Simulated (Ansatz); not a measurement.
Consider HCl···CH₂O (SMILES Cl.C=O).

```yaml
atoms:
  - { symbol: Cl, position_ang: [0.3551, 0.0291, -2.5153] }
  - { symbol: H, position_ang: [-0.3768, -0.0546, -1.4383] }
  - { symbol: C, position_ang: [0.0161, 0.0077, 0.9951] }
  - { symbol: O, position_ang: [-0.9443, -0.1144, 0.2841] }
  - { symbol: H, position_ang: [-0.0828, 0.0021, 2.0946] }
  - { symbol: H, position_ang: [1.0328, 0.1301, 0.5798] }
```

Geometry: PBE0-D4/def2-TZVP.

Level of theory: RKS PBE0-D4/def2-TZVPPD in Ansatz 0.2.0.

Predict the electron density and electron localisation function between the atoms.

Answer. O4···H2 (1.81 Å): the density falls to about 0.26 e/Å³ on the way; the ELF dips to about 0.15 between them.
C–O (1.20 Å): ρ is about 3.5 e/Å³ halfway; the ELF peaks at about 0.85 between the atoms: a short, multiple covalent bond.
C–H (1.10 Å): ρ at the midpoint is about 2.1 e/Å³; the ELF climbs to about 1 towards the hydrogen, as it does in any bond to H (a covalent bond by its length).
Cl–H (1.30 Å): ρ is about 2 e/Å³ halfway; the ELF climbs to about 1 towards the hydrogen: an ordinary covalent bond to hydrogen.

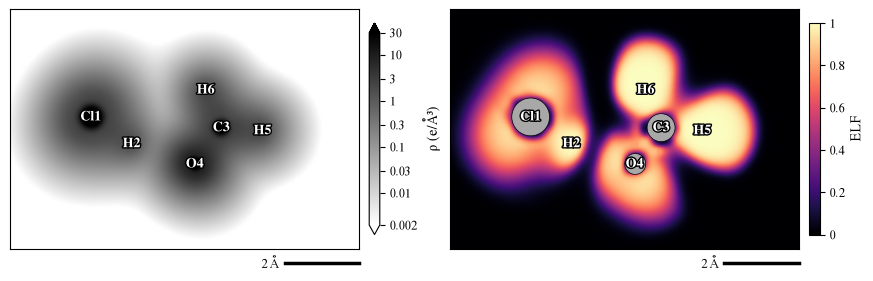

Computed electron density and electron localisation function on the molecular plane, in this order. Grey discs cover the atomic cores in the ELF map. 
